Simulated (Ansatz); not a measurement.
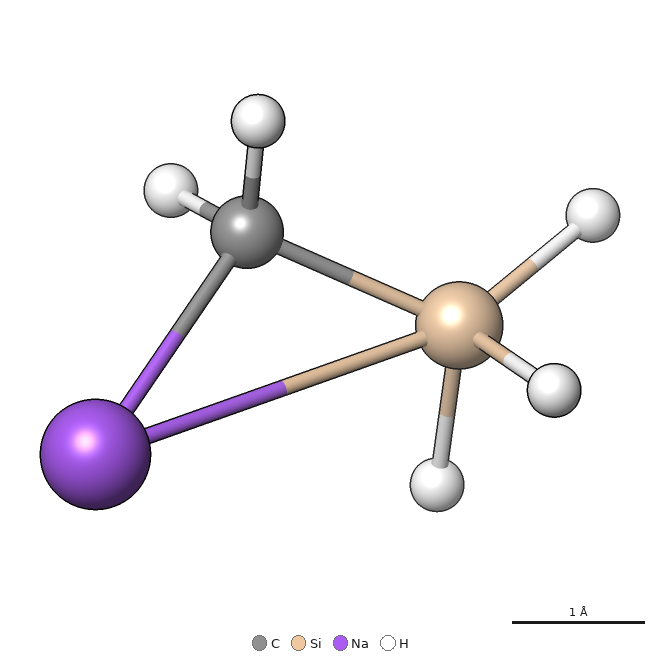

A ball-and-stick model of a molecule. Every bond is drawn as one stick, whatever its order.

Computed geometry: PBE0-D4/def2-TZVP optimisation. No frequency run is at hand to confirm it as a minimum.

> Which formula does it have?

CH₅NaSi, 8 atoms: 1 carbon, 5 hydrogen, 1 sodium and 1 silicon.

> Give the symmetry (Schoenflies symbol).

Cs.

> Count the bonded pairs by element.

3 Si–H, 2 C–H, 1 C–Si, 1 Na–Si, 1 C–Na. Sticks follow a distance rule.

> How many atoms are distinct by symmetry?

6: 1 C, 1 Si, 1 Na, 2 H, 2 H, 1 H.

The parts below concern this one geometry. Atoms keep their numbers from picture to picture.

## Shape

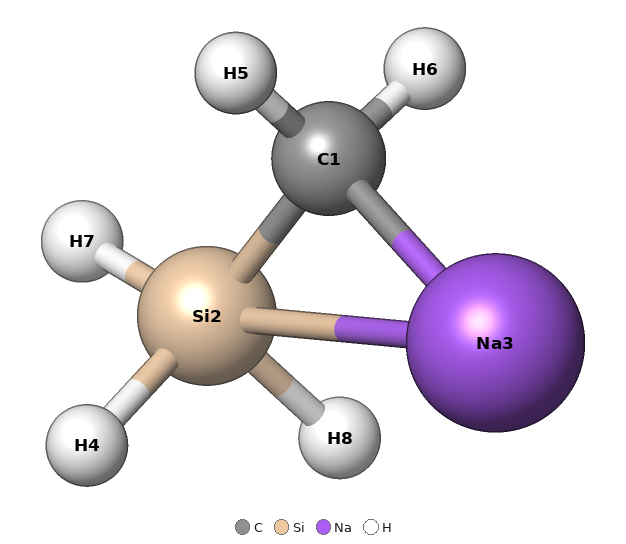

The atoms are numbered. No frequency run is at hand to confirm it as a minimum.

Which atoms are bonded, and how long are the bonds?

| bond | length (Å) |
| --- | --- |
| C1–Si2 | 1.821 |
| C1–Na3 | 2.308 |
| C1–H5 | 1.095 |
| C1–H6 | 1.095 |
| Si2–Na3 | 3.304 |
| Si2–H4 | 1.503 |
| Si2–H7 | 1.505 |
| Si2–H8 | 1.502 |

## Electronic properties

No frequency run is at hand to confirm it as a minimum. Method: RKS PBE0-D4/def2-TZVPP (Ansatz 0.2.0).

> Give the dispersion correction at this level.

−11.6 kJ/mol.

> Give the HOMO energy (Kohn–Sham orbital) at this level.

−5.05 eV.

> What is the LUMO energy (Kohn–Sham orbital)?

−1.51 eV.

## Dipole moment

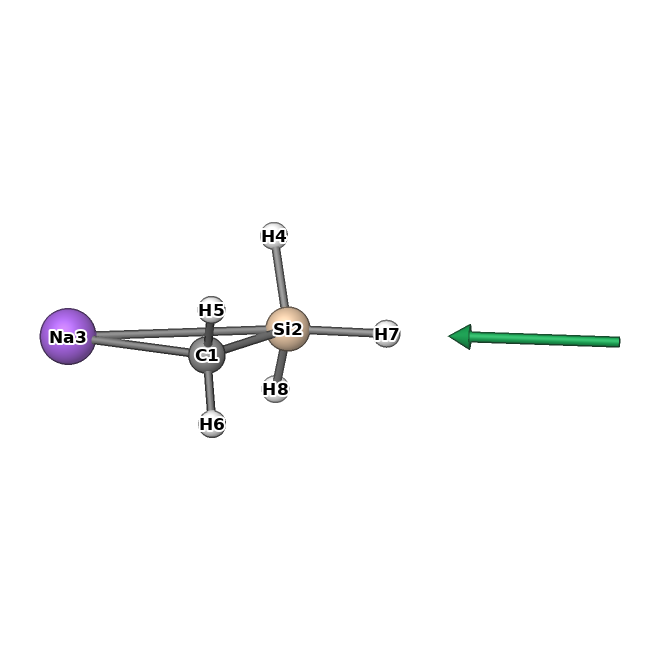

The arrow beside the molecule shows the direction of the dipole moment, from the negative to the positive end (its length means nothing). No frequency run is at hand to confirm it as a minimum. Method: RKS PBE0-D4/def2-TZVP (Ansatz 0.2.0).

> How large is the dipole moment?

7.37 D; it points from the side of H7 to the side of Na3 (the outermost atoms at the two ends).

## Charges

The questions are on Mulliken charges. No frequency run is at hand to confirm it as a minimum. Properties computed with RKS PBE0-D4/def2-TZVP (Ansatz 0.2.0).

> Which atom carries the highest charge (most positive or least negative)?

Na3 (0.68 e).

> And the lowest?

C1 (−0.90 e).

Give the Mulliken charges atom by atom.

```json
{"atom": "C1", "value (e)": "−0.90"}
{"atom": "Si2", "value (e)": "0.17"}
{"atom": "Na3", "value (e)": "0.68"}
{"atom": "H4", "value (e)": "−0.08"}
{"atom": "H5", "value (e)": "0.13"}
{"atom": "H6", "value (e)": "0.13"}
{"atom": "H7", "value (e)": "−0.07"}
{"atom": "H8", "value (e)": "−0.08"}
```

Mulliken values depend strongly on the basis set and can even reverse the polarity of a bond.
